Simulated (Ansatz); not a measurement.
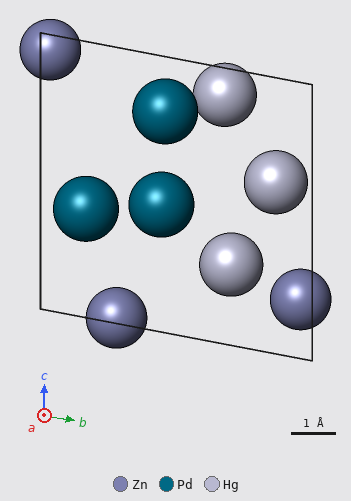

Starting frame of a dynamics run of an amorphous cell of composition ZnHgPd (9 atoms in the cell). The picture is a spheres-only view of the simulation cell, seen along the a axis.

Theory: Ansatz 0.2.0, DFT, PAW plane waves, PBE.

The input:
```yaml
crystal:
  lattice:
    - [5.086477, -0.397854, 0.362283]
    - [-0.027501, 6.341115, -1.193267]
    - [-0.47892, -0.014737, 6.397232]
  atoms:
    - { symbol: Zn, position: [0.048058, 0.279862, 0.020598] }
    - { symbol: Zn, position: [0.462493, 0.036289, 0.945832] }
    - { symbol: Zn, position: [0.847239, 0.95764, 0.21435] }
    - { symbol: Pd, position: [0.96514, 0.445127, 0.461639] }
    - { symbol: Hg, position: [0.092212, 0.67838, 0.902806] }
    - { symbol: Hg, position: [0.790629, 0.866421, 0.621731] }
    - { symbol: Hg, position: [0.391107, 0.702038, 0.292641] }
    - { symbol: Pd, position: [0.564799, 0.45907, 0.801678] }
    - { symbol: Pd, position: [0.405232, 0.16743, 0.394289] }
kpoints:
  mp_grid: { grid: [3, 3, 3] }
magnetization:
  spin_polarized: false
scf:
  occupations: { method: fermi_dirac, width: 0.05 }
hamiltonian:
  pseudopotentials: { kind: paw }
  xc: pbe
basis:
  ecutwfc: 420
md:
  timestep: 1.0
  n_steps: 60
  ensemble: nvt_nose_hoover
  temperature: 600.0
  initial_velocities: maxwell_boltzmann
  seed: 163401
```

Run as
```bash
ansatz run input.yaml --threads 2 --pin off --max-ram 2560MiB --backend cpu --events-out ev --progress --plain --runs-dir out
```

Predict how the run goes.

Answer. Over the second half the temperature averages 684 K (spread ±37 K). The potential energy is still drifting at the end, so the run hasn't reached equilibrium. The potential energy in the second half lies on average 9.8 meV per atom below the first frame. In the second half of the run the atoms are, in the root-mean-square, this far from where they began (common drift taken out): Pd 0.20 Å, Zn 0.15 Å, Hg 0.12 Å. The run lasts only 60 fs, too short to tell vibration from diffusion.

Along the run (each row but the first and the last is the mean over the interval that it begins):

```json
{"time (fs)": "0.0", "potential energy (meV/atom)": "0.0", "T (K)": "600"}
{"time (fs)": "10.0", "potential energy (meV/atom)": "1.1", "T (K)": "591"}
{"time (fs)": "20.0", "potential energy (meV/atom)": "-0.7", "T (K)": "607"}
{"time (fs)": "30.0", "potential energy (meV/atom)": "-4.5", "T (K)": "640"}
{"time (fs)": "40.0", "potential energy (meV/atom)": "-9.7", "T (K)": "684"}
{"time (fs)": "50.0", "potential energy (meV/atom)": "-14.6", "T (K)": "724"}
{"time (fs)": "60.0", "potential energy (meV/atom)": "-16.3", "T (K)": "736"}
```

The paths of the atoms, magnified 2 times:

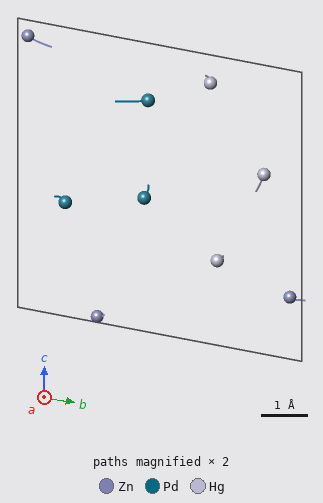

Limits of the set-up: the k-point mesh is coarse for a cell with partly filled bands; the periodic images lie only 5.1 Å apart, so the values are limited by the cell's size.

The run took 7.9 min on 2 threads of Arm Neoverse V1, with other jobs on the host, peak memory 0.73 GiB.
